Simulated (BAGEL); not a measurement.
# HF/STO-3G (density fitting with qzvpp-jkfit) run of CH3F (fluoromethane)

Aim: the energy change on altering one bond length of CH3F (fluoromethane) at HF/STO-3G (density fitting with qzvpp-jkfit), from 2 runs. 

The results are computed with BAGEL 1.2.2.

7 further runs of the same task are left out: 5 that didn't finish, 2 set aside as unsound or not needed. Runs told in other sessions of the task aren't counted.

## (1) The system as given

CH3F: 5 atoms, total charge 0, spin state singlet. SMILES: `CF`. The shape is that of a PBE0-D4/def2-TZVP optimisation.

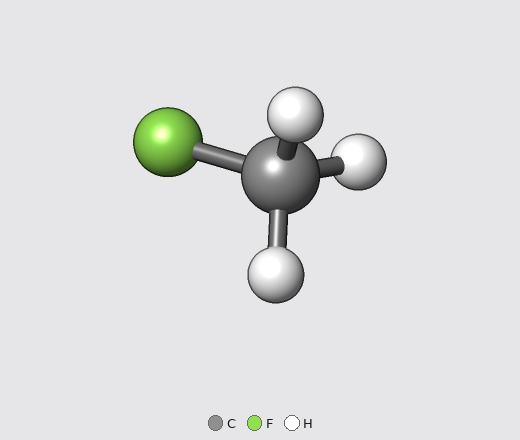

Viewed from a chosen angle; carbon grey, fluorine green, hydrogen white.

## (2) The energy at HF/STO-3G (density fitting with qzvpp-jkfit)

input.json reads:

```json
{ "bagel": [

{
  "title": "molecule",
  "basis": "sto-3g",
  "df_basis": "qzvpp-jkfit",
  "angstrom": "true",
  "geometry": [
    { "atom": "C", "xyz": [      -0.050700,       0.032900,       0.007800 ] },
    { "atom": "F", "xyz": [       1.094100,      -0.710500,      -0.168600 ] },
    { "atom": "H", "xyz": [      -0.918700,      -0.626900,      -0.058000 ] },
    { "atom": "H", "xyz": [      -0.104800,       0.796000,      -0.772000 ] },
    { "atom": "H", "xyz": [      -0.019800,       0.508500,       0.990700 ] }
  ]
},

{
  "title": "hf"
},

{
  "title": "print",
  "file": "orbitals.molden",
  "orbitals": "true"
}

]}
```

On the command line:

```console
$ BAGEL_NUM_THREADS=1 BAGEL input.json > input.out
```

The program printed:

```text
* using 1 threads per process

  ===============================================================
  ===============================================================

  *** Geometry ***

  { "atom" : "C", "xyz" : [     -0.095809,      0.062172,      0.014740 ] },
  { "atom" : "F", "xyz" : [      2.067549,     -1.342650,     -0.318608 ] },
  { "atom" : "H", "xyz" : [     -1.736091,     -1.184669,     -0.109604 ] },
  { "atom" : "H", "xyz" : [     -0.198043,      1.504222,     -1.458869 ] },
  { "atom" : "H", "xyz" : [     -0.037417,      0.960926,      1.872152 ] },

  Number of auxiliary basis functions:      206

  Since a DF basis is specified, we compute 2- and 3-index integrals:
    o Being stored without compression. Storage requirement is 0.000 GB

  Number of basis functions:       13
  Number of electrons      :       18

    * METHOD: MOLECULE                             0.02

  *** RHF ***

  === Nuclear Repulsion ===
    37.4512500556

      * DIIS with orbital gradients will be used.

  === RHF iteration (sto-3g) ===
      0       -137.11221816          0.03144202           0.00
      1       -137.16562234          0.00672682           0.00
      2       -137.16834050          0.00171782           0.00
      3       -137.16862340          0.00018206           0.00
      4       -137.16862714          0.00002961           0.00
      5       -137.16862720          0.00000115           0.00
      6       -137.16862720          0.00000018           0.00
      7       -137.16862720          0.00000001           0.00
    * SCF iteration converged.

    * Permanent dipole moment:
           (    0.375807,    -0.244034,    -0.057904) a.u.

    * METHOD: HF                                   0.04

    * METHOD: PRINT                                0.00

  ===============================================================
```

Wall time 0.22 s (1 thread of Arm Neoverse V2, shared host).

## (3) The distorted shape at the same level

input.json reads:

```json
{ "bagel": [

{
  "title": "molecule",
  "basis": "sto-3g",
  "df_basis": "qzvpp-jkfit",
  "angstrom": "true",
  "geometry": [
    { "atom": "C", "xyz": [   -0.034471,   -0.196017,    0.241726 ] },
    { "atom": "F", "xyz": [    1.110329,   -0.939417,    0.065326 ] },
    { "atom": "H", "xyz": [   -0.902471,   -0.855817,    0.175926 ] },
    { "atom": "H", "xyz": [   -0.104800,    0.796000,   -0.772000 ] },
    { "atom": "H", "xyz": [   -0.003571,    0.279583,    1.224626 ] }
  ]
},
{
  "title": "hf"
},
{
  "title": "print",
  "file": "orbitals.molden",
  "orbitals": "true"
}

]}
```

On the command line:

```console
$ BAGEL_NUM_THREADS=1 BAGEL input.json > input.out
```

The program printed:

```text
* using 1 threads per process

  ===============================================================
  ===============================================================

  *** Geometry ***

  { "atom" : "C", "xyz" : [     -0.065141,     -0.370418,      0.456796 ] },
  { "atom" : "F", "xyz" : [      2.098218,     -1.775241,      0.123448 ] },
  { "atom" : "H", "xyz" : [     -1.705423,     -1.617260,      0.332452 ] },
  { "atom" : "H", "xyz" : [     -0.198043,      1.504222,     -1.458869 ] },
  { "atom" : "H", "xyz" : [     -0.006748,      0.528335,      2.314208 ] },

  Number of auxiliary basis functions:      206

  Since a DF basis is specified, we compute 2- and 3-index integrals:
    o Being stored without compression. Storage requirement is 0.000 GB

  Number of basis functions:       13
  Number of electrons      :       18

    * METHOD: MOLECULE                             0.02

  *** RHF ***

  === Nuclear Repulsion ===
    36.4314376550

      * DIIS with orbital gradients will be used.

  === RHF iteration (sto-3g) ===
      0       -137.05278593          0.03364148           0.00
      1       -137.10941945          0.00905975           0.00
      2       -137.11357100          0.00210255           0.00
      3       -137.11398814          0.00028212           0.00
      4       -137.11399649          0.00005098           0.00
      5       -137.11399671          0.00000263           0.00
      6       -137.11399671          0.00000082           0.00
      7       -137.11399671          0.00000024           0.00
      8       -137.11399671          0.00000002           0.00
      9       -137.11399671          0.00000000           0.00
    * SCF iteration converged.

    * Permanent dipole moment:
           (    0.362030,    -0.195464,    -0.098678) a.u.

    * METHOD: HF                                   0.04

    * METHOD: PRINT                                0.00

  ===============================================================
```

Run time: 0.22 s. Hardware: 1 thread of Arm Neoverse V2, shared host.

## (4) Outcome

Level: HF/STO-3G (density fitting with qzvpp-jkfit).

| quantity | value |
| --- | --- |
| first shape: total energy | -137.16863 Eh |
| first shape: dipole moment | 1.15 D |
| first shape: HOMO energy | -11.33 eV |
| first shape: LUMO energy | 16.28 eV |
| first shape: HOMO–LUMO gap | 27.61 eV |
| distorted shape: total energy | -137.11400 Eh |
| distorted shape: dipole moment | 1.08 D |
| distorted shape: HOMO energy | -10.43 eV |
| distorted shape: LUMO energy | 11.65 eV |
| distorted shape: HOMO–LUMO gap | 22.08 eV |
| energy change with the C1–H4 bond stretched from 1.092 to 1.420 Å | 1.487 eV |

**Reading.** With the C1–H4 bond stretched from 1.092 to 1.420 Å the energy rises by 1.49 eV (34 kcal/mol). The first shape isn't relaxed at this level, so the change isn't measured from a minimum. The minimal basis adds a large error of its own.
